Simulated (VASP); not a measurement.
Band structure of Li2Se (antifluorite). Computed with PBEsol GGA, VASP's PBE PAW potentials (set 64) (plane waves; VASP).

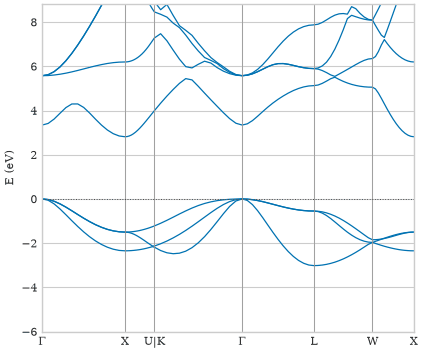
Figure: Bands along high-symmetry lines, zero at the valence-band maximum or, without a gap, the Fermi level

Question: Read the plot: is there a gap, and where are the band edges?

Answer: The gap is indirect, 2.81 eV, from the valence maximum at Γ to the conduction minimum at X. (Edges off the drawn lines would not show.)

The compound is Li2Se in the antifluorite structure. It was relaxed first.
